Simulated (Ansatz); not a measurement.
# Sensitivity of the G0W0 gap of MoS2 (P6_3/mmc)

A base run on MoS2 (P6_3/mmc), then changed inputs.

Calculated with Ansatz 0.2.0; G0W0 on PBE, plane waves, PAW.

The database entry behind the starting cell differs from later determinations by our own check (about 0.3 % long), so it need not match the best structure at ambient conditions.

### Step 1. Starting point

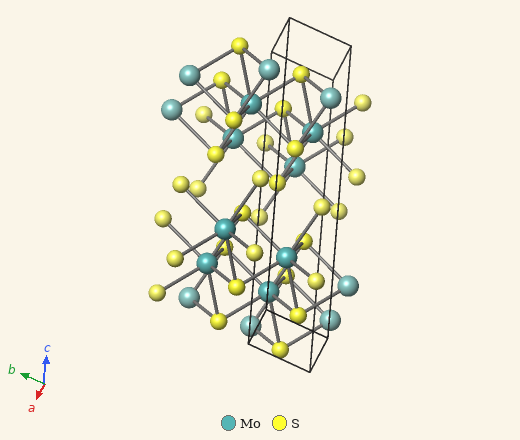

The cell as given, from a free direction (molybdenum teal, sulfur yellow). 2×2×1 cells are drawn. Some periodic images of atoms are drawn too.

The cell and positions come from the Crystallography Open Database and are kept as given unless a step says otherwise. The default PAW set here is soft_2. Its files were made with PBE.

### Step 2. The base run: 6×6×2 mesh, 243 empty bands, screening to 100 eV

Now the one-shot GW correction: screening in the RPA, then the self-energy of the levels asked for.

Contents of input.yaml:

```yaml
crystal:
  lattice:
    - [3.169, 0.0, 0.0]
    - [-1.5845, 2.7444345046, 0.0]
    - [0.0, 0.0, 12.324]
  atoms:
    - { symbol: Mo, position: [0.3333333333, 0.6666666667, 0.25] }
    - { symbol: Mo, position: [0.6666666667, 0.3333333333, 0.75] }
    - { symbol: S, position: [0.3333333333, 0.6666666667, 0.623] }
    - { symbol: S, position: [0.6666666667, 0.3333333333, 0.123] }
    - { symbol: S, position: [0.3333333333, 0.6666666667, 0.877] }
    - { symbol: S, position: [0.6666666667, 0.3333333333, 0.377] }
kpoints:
  mp_grid: { grid: [6, 6, 2] }
hamiltonian:
  xc: pbe
scf:
  occupations: { method: fixed }
gw:
  n_empty_bands: 243
  ecut_chi: 100
  qp_bands: [v2, c2]
  qp_kpoints: band_edges
  screening: { model: contour_deformation }
```

Launch:

```sh
> ansatz run input.yaml --threads 3 --pin off --max-ram 92160MiB --backend cuda --events-out ev --progress --plain --runs-dir out --devices 1 --max-vram 13GiB
```

Numbers of over 12 decimals in the logs are rounded to 6 here.

Output:

```text
GPUs: using 1 of 1 available (devices: 1).
Engine: ansatz 0.2.0, x86_64-unknown-linux-gnu
Pseudopotentials: kind: paw
Pseudopotential: Mo, paw, valence charge 14, recommended cutoff 420 eV (normal), Mo.paw.azcp
Pseudopotential: S, paw, valence charge 6, recommended cutoff 420 eV (normal), S.paw.azcp
Functional definition: PBE
  parameter kappa = 0.804
  parameter beta = 0.066725
  exchange = pbe_x(kappa = kappa, mu = beta*pi^2/3)
  correlation = pbe_c(beta = beta)
device memory: the entry about to start is reckoned to put 1.1 GiB on a device that reports 61.1 GiB free (of which the cap on the GPU budget leaves the run 13.0 GiB)
GPU FFT provider: cuFFT
GPU libraries: cuBLAS 13.8.2, cuFFT 12.4.0, cuSOLVER 12.3.4
Crystal: 6 atoms, lattice volume = 107.183 Å³
Basis set: ecut = 420 eV, 2081 PW (Γ)
Bands: 32, of which v1, the nominal top of the filled ones, is band 26 counted from 1 (25 counted from 0)
Symmetry: 24 space group operations
Space group: P63/mmc (ITA 194), of the structure as read, at distance tolerance 4.8e-5 Å
k-points: 14 of 72
Non-local potential: Mo, projectors of the file, l = 0: 3, l = 1: 2, l = 2: 2, l = 3: 1
Non-local potential: S, projectors of the file, l = 0: 2, l = 1: 2, l = 2: 2
PAW form: soft (Blöchl's): semilocal exchange-correlation on the pseudo side does not see the compensation charge
PAW one-centre angular grid: Mo, 590 points (default); XC on 64 Gauss nodes
PAW one-centre angular grid: S, 110 points (default); XC on 64 Gauss nodes
Initial density: superposition of atomic densities (neutral atoms: chi_scale 0, normalization atom), corrected by the library's trained network
Initial wavefunctions: pseudopotential atomic-orbital guess
GPU buffer pool allocated for 51840 grid points (all kernels)
GPU transforms: local potential and band sums: pruned to the plane-wave sphere, on 24×24×90
Functional: x = pbe(κ = 0.804, μ = 0.219515), c = pbe(β = 0.066725)
SCF iter   1: F=—  HF=-13525.526697 eV  |F-HF|=—  |Δ(HF+E_count)|=         —  Δρ=5.46e-3  dr2=7.41e-3  ethr=1.77e-3  ⟨swp⟩=5.0  Hψ=1664  notcnv=0  defer=42
preconditioner: auto → Resta (q_TF=auto, 2.418 Å⁻¹)  ε∞=8.7  [insulator: Δε(μ)=0.887 eV  Ē_g=7.751 eV  n_scr=26 (ndim 8)  ℏωp=21.5 eV  f_vac=0.016  ε∞_Penn≈8.7]
SCF iter   2: F=—  HF=-13525.535933 eV  |F-HF|=—  |Δ(HF+E_count)|=   9.24e-3  Δρ=3.13e-3  dr2=2.37e-3  ethr=1.42e-5  ⟨swp⟩=2.0  Hψ=843  notcnv=0  defer=54
SCF iter   3: F=—  HF=-13525.540700 eV  |F-HF|=—  |Δ(HF+E_count)|=   4.77e-3  Δρ=4.94e-4  dr2=6.38e-4  ethr=4.55e-6  ⟨swp⟩=2.0  Hψ=698  notcnv=0  defer=54
SCF iter   4: F=—  HF=-13525.540635 eV  |F-HF|=—  |Δ(HF+E_count)|=   6.54e-5  Δρ=1.15e-4  dr2=1.09e-5  ethr=1.23e-6  ⟨swp⟩=2.1  Hψ=557  notcnv=0  defer=35
[...]
E_xc         = -757.133550
  E_vxc        = -810.200444  (∫ρ·V_xc dr)
  E_paw        = -8803.054294  (= ΣΔE_a)
  E_vpaw       = -306.678742  (= ΣTr[D̂ρ^β])
  E_aug_tail   = 0.000083  (compensation charges beyond the density's cutoff)
  E_ewald      = -3261.216446
  E_smearing   = -0.000000  (= −TS)
  E_closure    = 0.000000  (closes the sum)
  Σ components = -13525.540647   (vs F -13525.540647, Δ=0.00e0)
--- Band table (eV; the first three rows and the last of 14) ---
  k-point 0: bands = [... 22 lower, 8.7669, 9.7117, 9.7496, 10.8968, 12.9944, 12.9944, 13.0224, 13.0224, ... 2 higher]
  k-point 1: bands = [... 22 lower, 8.7436, 8.7436, 10.6302, 10.6302, 12.9998, 12.9998, 12.9998, 12.9998, ... 2 higher]
  k-point 2: bands = [... 22 lower, 8.8399, 9.7099, 9.7325, 10.1259, 12.3854, 12.7493, 12.7590, 12.9531, ... 2 higher]
  k-point 13: bands = [... 22 lower, 8.0256, 8.0256, 10.2018, 10.2018, 11.9456, 11.9456, 13.1987, 13.1987, ... 2 higher]
--- G₀W₀: contour deformation, 7 samples at zero and on the imaginary axis and 1 off it, 72 q-points, 243 empty bands' worth ---
  eigenvalues of the whole cell's RPA ε∞ on this k-mesh (on a slab, of 1 + 4πα/V) = 6.2490, 15.2562, 15.2562; static W/v taken at q = 0 is 0.068314
  bands read: the sum over 269 bands ends inside a degenerate multiplet in 7 slots, whose members it reads at an even weight; the widest, k=1: bands 269 to 270 (counted from 1) at 1/2 each
  gw.qp_kpoints: band_edges: 12 of 14 stored k-points solved, in 1 pass; an edge of the gap read off the rows below is read off those points alone
    valence top: of the k-points left out ik 7 came nearest to being solved in a further pass, in band 25 (counted from 1, as in the quasiparticle table): it holds the edge there only if its correction is more favourable than any solved in that band by at least 1.295 eV; those differ by 0.385 eV
    conduction bottom: of the k-points left out ik 5 came nearest to being solved in a further pass, in band 27 (counted from 1, as in the quasiparticle table): it holds the edge there only if its correction is more favourable than any solved in that band by at least 0.675 eV; those differ by 0.261 eV
    ik  band        ε_KS         Σx   Σc(E_QP)       V_xc       Z   E_QP_lin       E_QP  E_QP is
     0    25      9.7496   -18.6978     1.1475   -17.5874  0.7316     9.7866     9.7867  root
     0    26     10.8968   -19.7402     0.6610   -19.1818  0.7392    10.9992    10.9994  root
     0    27     12.9944   -13.7864    -4.2040   -18.5169  0.7404    13.5267    13.5209  root
     0    28     12.9944   -13.7864    -4.2040   -18.5169  0.7404    13.5267    13.5209  root
     1    25     10.6302   -19.4298     0.9234   -18.5535  0.7406    10.6773    10.6773  root
     1    26     10.6302   -19.4298     0.9234   -18.5535  0.7406    10.6773    10.6773  root
     1    27     12.9998   -13.7331    -4.1993   -18.4521  0.7402    13.5253    13.5195  root
     1    28     12.9998   -13.7331    -4.1993   -18.4521  0.7402    13.5253    13.5195  root
[...]
13    25     10.2018   -19.2682     0.5936   -18.8105  0.7397    10.3374    10.3377  root
    13    26     10.2018   -19.2682     0.5936   -18.8105  0.7397    10.3374    10.3377  root
    13    27     11.9456   -16.1207    -3.8432   -20.5422  0.7348    12.5297    12.5239  root
    13    28     11.9456   -16.1207    -3.8432   -20.5422  0.7348    12.5297    12.5239  root
[key lines of the parts left out:]
SCF converged after 7 iterations
Free energy (F): -13525.540647 eV
Fermi energy:    10.896774 eV
```

Run time: 19 s. Hardware: 1 × NVIDIA H100 80GB HBM3 (shared by 6 runs) with 3 threads of AMD EPYC 7R13 (Zen 3), shared host; peak memory 1.3 GiB.

This step gave:

```
bands summed                                 : 269
RPA ε∞ on this mesh (eigenvalues)            : 6.249, 15.26, 15.26
plane waves in the screening matrix          : 255
q-points in the mesh                         : 72
G0W0 gap on the mesh                         : 1.207 eV
k of the valence top                         : 0, 0, 0
k of the conduction bottom                   : 0.1667, 0.1667, 0
starting gap on the mesh                     : 0.8857 eV
Z at the valence top                         : 0.7392
Z at the conduction bottom                   : 0.7492
least direct G0W0 gap on the computed points : 2.079 eV
```

The gap on the mesh goes from 0.89 eV to 1.21 eV, a correction of +0.32 eV. Between the two edge states, bare exchange in place of the xc potential would open the gap by 4.75 eV, and correlation takes back 4.43 eV.

### Step 3. Variant: accuracy level

Edit input.yaml of step 2 so:

```diff
@@ -24 +24,2 @@
   screening: { model: contour_deformation }
+accuracy: low
```

Output:

```text
settings of this run that can trade accuracy for cost: accuracy: low. Do not mix this run's numbers with those of runs without the same settings; the input reference describes each key
GPUs: using 1 of 1 available (devices: 1).
[...]
GPU FFT provider: cuFFT
GPU libraries: cuBLAS 13.8.2, cuFFT 12.4.0, cuSOLVER 12.3.4
Crystal: 6 atoms, lattice volume = 107.183 Å³
Basis set: ecut = 420 eV, 2081 PW (Γ)
Bands: 32, of which v1, the nominal top of the filled ones, is band 26 counted from 1 (25 counted from 0)
[... 1 set-up line as in the run before ...]
[...]
k-points: 14 of 72
[...]
GPU buffer pool allocated for 51840 grid points (all kernels)
[...]
SCF iter   1: F=—  HF=-13525.526697 eV  |F-HF|=—  |Δ(HF+E_count)|=         —  Δρ=5.46e-3  dr2=7.41e-3  ethr=1.77e-3  ⟨swp⟩=5.0  Hψ=1664  notcnv=0  defer=42
[...]
SCF iter   7: F=-13525.540647 eV  HF=-13525.540647 eV  |F-HF|=7.09e-10  |Δ(HF+E_count)|=   5.96e-8  Δρ=2.23e-6  dr2=6.40e-9  ethr=1.92e-10  ⟨swp⟩=4.9  Hψ=1310  notcnv=0
SCF 1 converged in 7 iterations: F = -13525.540647 eV  dr2 = 6.40e-9
[...]
NSCF: frozen V_eff on 14 k-points, pencils in batches of 32, up to order 128
[...]
NSCF: frozen V_eff on 14 k-points
G₀W₀ screening: q 1/14
[... further progress lines ...]
SCF converged after 7 iterations
Free energy (F): -13525.540647 eV
[...]
Internal energy: -13525.540647 eV  (E = F + TS)
E sigma→0 (E₀):  -13525.540647 eV
Fermi energy:    10.896774 eV
[...]
--- Band table (eV; the first three rows and the last of 14) ---
  k-point 0: bands = [... 22 lower, 8.7669, 9.7117, 9.7496, 10.8968, 12.9944, 12.9944, 13.0224, 13.0224, ... 2 higher]
  k-point 1: bands = [... 22 lower, 8.7436, 8.7436, 10.6302, 10.6302, 12.9998, 12.9998, 12.9998, 12.9998, ... 2 higher]
  k-point 2: bands = [... 22 lower, 8.8399, 9.7099, 9.7325, 10.1259, 12.3854, 12.7493, 12.7590, 12.9531, ... 2 higher]
  k-point 13: bands = [... 22 lower, 8.0256, 8.0256, 10.2018, 10.2018, 11.9456, 11.9456, 13.1987, 13.1987, ... 2 higher]
[...]
0    25      9.7496   -18.6978     1.1476   -17.5874  0.7320     9.7868     9.7868  root
     0    26     10.8968   -19.7402     0.6609   -19.1818  0.7392    10.9991    10.9993  root
     0    27     12.9944   -13.7864    -4.2037   -18.5169  0.7405    13.5271    13.5212  root
     0    28     12.9944   -13.7864    -4.2037   -18.5169  0.7405    13.5271    13.5212  root
     1    25     10.6302   -19.4298     0.9236   -18.5535  0.7407    10.6775    10.6775  root
     1    26     10.6302   -19.4298     0.9236   -18.5535  0.7407    10.6775    10.6775  root
     1    27     12.9998   -13.7331    -4.1990   -18.4521  0.7403    13.5256    13.5198  root
     1    28     12.9998   -13.7331    -4.1990   -18.4521  0.7403    13.5256    13.5198  root
[...]
13    25     10.2018   -19.2682     0.5938   -18.8105  0.7397    10.3376    10.3379  root
    13    26     10.2018   -19.2682     0.5938   -18.8105  0.7397    10.3376    10.3379  root
    13    27     11.9456   -16.1207    -3.8435   -20.5422  0.7348    12.5295    12.5236  root
    13    28     11.9456   -16.1207    -3.8435   -20.5422  0.7348    12.5295    12.5236  root
```

Run time: 12 s. Hardware: 1 × NVIDIA H100 80GB HBM3 (shared by 6 runs) with 3 threads; peak memory 1.3 GiB; 17 s of CPU time.

The G0W0 gap on the mesh is 1.207 eV.

Against the base:

| setting | base | variant |
| --- | --- | --- |
| accuracy | - | low |

| quantity | variant | base |
| --- | --- | --- |
| starting gap on the mesh | 0.886 | 0.886 |
| G0W0 gap on the mesh | 1.207 | 1.207 |
| least direct G0W0 gap on the computed points | 2.079 | 2.079 |
| Z at the valence top | 0.739 | 0.739 |
| Z at the conduction bottom | 0.749 | 0.749 |

### Step 4. Variant: all filled levels at the zone centre

Edit input.yaml of step 3 so:

```diff
@@ -21,5 +21,4 @@
   ecut_chi: 100
-  qp_bands: [v2, c2]
-  qp_kpoints: band_edges
+  qp_bands: [lowest, c2]
+  qp_kpoints: [[0, 0, 0]]
   screening: { model: contour_deformation }
-accuracy: low
```

Output:

```text
GPUs: using 1 of 1 available (devices: 1).
[...]
GPU FFT provider: cuFFT
GPU libraries: cuBLAS 13.8.2, cuFFT 12.4.0, cuSOLVER 12.3.4
Crystal: 6 atoms, lattice volume = 107.183 Å³
Basis set: ecut = 420 eV, 2081 PW (Γ)
Bands: 32, of which v1, the nominal top of the filled ones, is band 26 counted from 1 (25 counted from 0)
[... 1 set-up line as in the run before ...]
[...]
k-points: 14 of 72
[...]
GPU buffer pool allocated for 51840 grid points (all kernels)
[...]
SCF iter   1: F=—  HF=-13525.526697 eV  |F-HF|=—  |Δ(HF+E_count)|=         —  Δρ=5.46e-3  dr2=7.41e-3  ethr=1.77e-3  ⟨swp⟩=5.0  Hψ=1664  notcnv=0  defer=42
[...]
SCF iter   7: F=-13525.540647 eV  HF=-13525.540647 eV  |F-HF|=7.09e-10  |Δ(HF+E_count)|=   5.96e-8  Δρ=2.23e-6  dr2=6.40e-9  ethr=1.92e-10  ⟨swp⟩=4.9  Hψ=1310  notcnv=0
SCF 1 converged in 7 iterations: F = -13525.540647 eV  dr2 = 6.40e-9
[...]
G₀W₀ screening: q 1/14
[... further progress lines ...]
SCF converged after 7 iterations
Free energy (F): -13525.540647 eV
[...]
Internal energy: -13525.540647 eV  (E = F + TS)
E sigma→0 (E₀):  -13525.540647 eV
Fermi energy:    10.896774 eV
[...]
--- Band table (eV; the first three rows and the last of 14) ---
  k-point 0: bands = [... 22 lower, 8.7669, 9.7117, 9.7496, 10.8968, 12.9944, 12.9944, 13.0224, 13.0224, ... 2 higher]
  k-point 1: bands = [... 22 lower, 8.7436, 8.7436, 10.6302, 10.6302, 12.9998, 12.9998, 12.9998, 12.9998, ... 2 higher]
  k-point 2: bands = [... 22 lower, 8.8399, 9.7099, 9.7325, 10.1259, 12.3854, 12.7493, 12.7590, 12.9531, ... 2 higher]
  k-point 13: bands = [... 22 lower, 8.0256, 8.0256, 10.2018, 10.2018, 11.9456, 11.9456, 13.1987, 13.1987, ... 2 higher]
[...]
`?` marks the rows in doubt; gw_qp.tsv's column doubts and the gw_qp event give each row's grounds
[...]
0     1    -50.6199   -47.8381    15.5175   -32.0233  0.5486   -50.9197   -50.9172  root ?
     0     2    -50.6199   -47.8381    15.5175   -32.0233  0.5486   -50.9197   -50.9172  root ?
     0     3    -24.7684   -39.2070    10.1814   -28.8073  0.6053   -24.9894   -24.9866  root
     0     4    -24.7682   -39.2076    10.1810   -28.8078  0.6048   -24.9899   -24.9870  root
     0     5    -24.5433   -39.3311     9.9262   -29.2030  0.6011   -24.7472   -24.7452  root
     0     6    -24.5433   -39.3311     9.9262   -29.2030  0.6011   -24.7472   -24.7452  root
     0     7    -24.5433   -39.3311     9.9262   -29.2030  0.6011   -24.7472   -24.7452  root
     0     8    -24.5433   -39.3311     9.9262   -29.2030  0.6011   -24.7472   -24.7452  root
     0     9     -4.0584   -24.0560     8.2766   -15.7867  0.5937    -4.0511    -4.0511  root ?
     0    10     -3.7889   -24.1982     8.1048   -16.0786  0.6107    -3.8038    -3.8038  root
     0    11     -2.8462   -24.1049     7.6669   -16.2708  0.6442    -3.0148    -3.0134  root
[...]
0    25      9.7496   -18.6978     1.1475   -17.5874  0.7316     9.7866     9.7867  root
     0    26     10.8968   -19.7402     0.6610   -19.1818  0.7392    10.9992    10.9994  root
     0    27     12.9944   -13.7864    -4.2040   -18.5169  0.7404    13.5267    13.5209  root
     0    28     12.9944   -13.7864    -4.2040   -18.5169  0.7404    13.5267    13.5209  root
```

Run time: 14 s. Hardware: 1 × NVIDIA H100 80GB HBM3 (shared by 6 runs) with 3 threads; peak memory 1.3 GiB.

Absolute levels on the run's own zero. QP, by row:

| k index | band | KS (eV) | Sigma_x (eV) | Sigma_c (eV) | Vxc (eV) | Z | QP linearised (eV) | QP (eV) | source | doubts |
| --- | --- | --- | --- | --- | --- | --- | --- | --- | --- | --- |
| 0 | 1 | -50.62 | -47.84 | 15.52 | -32.02 | 0.5486 | -50.92 | -50.92 | root | z_under_floor |
| 0 | 2 | -50.62 | -47.84 | 15.52 | -32.02 | 0.5486 | -50.92 | -50.92 | root | z_under_floor |
| 0 | 3 | -24.77 | -39.21 | 10.18 | -28.81 | 0.6053 | -24.99 | -24.99 | root |  |
| 0 | 4 | -24.77 | -39.21 | 10.18 | -28.81 | 0.6048 | -24.99 | -24.99 | root |  |
| 0 | 5 | -24.54 | -39.33 | 9.926 | -29.2 | 0.6011 | -24.75 | -24.75 | root |  |
| 0 | 6 | -24.54 | -39.33 | 9.926 | -29.2 | 0.6011 | -24.75 | -24.75 | root |  |
| 0 | 7 | -24.54 | -39.33 | 9.926 | -29.2 | 0.6011 | -24.75 | -24.75 | root |  |
| 0 | 8 | -24.54 | -39.33 | 9.926 | -29.2 | 0.6011 | -24.75 | -24.75 | root |  |
| 0 | 9 | -4.058 | -24.06 | 8.277 | -15.79 | 0.5937 | -4.051 | -4.051 | root | z_under_floor |
| 0 | 10 | -3.789 | -24.2 | 8.105 | -16.08 | 0.6107 | -3.804 | -3.804 | root |  |
| 0 | 11 | -2.846 | -24.1 | 7.667 | -16.27 | 0.6442 | -3.015 | -3.013 | root |  |
| 0 | 12 | -2.404 | -24.45 | 7.439 | -16.86 | 0.6631 | -2.562 | -2.561 | root |  |
| 0 | 13 | 4.038 | -18.8 | 4.684 | -13.94 | 0.6538 | 3.871 | 3.87 | root |  |
| 0 | 14 | 5.072 | -19.4 | 4.059 | -15.22 | 0.7091 | 4.946 | 4.946 | root |  |
| 0 | 15 | 7.41 | -17.45 | 3.133 | -13.95 | 0.6997 | 7.038 | 7.042 | root |  |
| 0 | 16 | 7.626 | -20.45 | 2.583 | -17.88 | 0.6979 | 7.644 | 7.644 | root |  |
| 0 | 17 | 7.626 | -20.45 | 2.583 | -17.88 | 0.6979 | 7.644 | 7.644 | root |  |
| 0 | 18 | 7.639 | -20.45 | 2.564 | -17.91 | 0.6982 | 7.66 | 7.66 | root |  |
| 0 | 19 | 7.639 | -20.45 | 2.564 | -17.91 | 0.6982 | 7.66 | 7.66 | root |  |
| 0 | 20 | 8.72 | -20.24 | 1.695 | -18.56 | 0.7365 | 8.74 | 8.74 | root |  |
| 0 | 21 | 8.72 | -20.24 | 1.695 | -18.56 | 0.7365 | 8.74 | 8.74 | root |  |
| 0 | 22 | 8.767 | -20.29 | 1.65 | -18.67 | 0.7373 | 8.798 | 8.798 | root |  |
| 0 | 23 | 8.767 | -20.29 | 1.65 | -18.67 | 0.7373 | 8.798 | 8.798 | root |  |
| 0 | 24 | 9.712 | -18.55 | 2.147 | -16.14 | 0.7465 | 9.446 | 9.447 | root |  |
| 0 | 25 | 9.75 | -18.7 | 1.147 | -17.59 | 0.7316 | 9.787 | 9.787 | root |  |
| 0 | 26 | 10.9 | -19.74 | 0.661 | -19.18 | 0.7392 | 11 | 11 | root |  |
| 0 | 27 | 12.99 | -13.79 | -4.204 | -18.52 | 0.7404 | 13.53 | 13.52 | root |  |
| 0 | 28 | 12.99 | -13.79 | -4.204 | -18.52 | 0.7404 | 13.53 | 13.52 | root |  |

Against the base:

| setting | base | variant |
| --- | --- | --- |
| levels asked | v2 to c2 | lowest to c2 |
| points asked | band edges | [[0, 0, 0]] |

### Step 5. Summary of results

| Property | Result |
| --- | --- |
| base | 1.21 eV, 19 s |
| accuracy level | 1.21 eV, 12 s |
| all filled levels at the zone centre | direct gap at the listed points 2.52 eV, 14 s |

What this shows: Accuracy level: the gap moves by +0.00 eV. All filled levels at the zone centre: only the listed points were computed; the least direct gap there is 2.52 eV, with levels asked and points asked changed against the base. All runs here use a coarse mesh and modest cutoffs; they test settings and are not final values. The 6×6×2 mesh is coarse for this cell (its supercell is 19 Å along the shortest edge). The RPA ε∞ on it, from the PBE start, is 6.25 and 15.26; such meshes misread the long-range screening, most where the gap is narrow. The many-body steps are scalar-relativistic: spin-orbit coupling is not in them.

[Paths, hosts, dates, memory and timing lines, banners, echoed tables and standing remarks are left out of the program output.]

[Logs are printed without paths, hosts, clocks, repeated set-up lines and the standing remarks that a program may print on its own settings, such as how far it seeks lower states.]

[Runs of the session that timed out or met a known fault of the program may be left out.]

[Cells called generated may have been cut or substituted from an entry of the Crystallography Open Database or the Materials Project.]

[Hosts, paths, dates, database ids (printed as entryN), source tags and the programs' standing remarks are cut or masked in the printed files.]
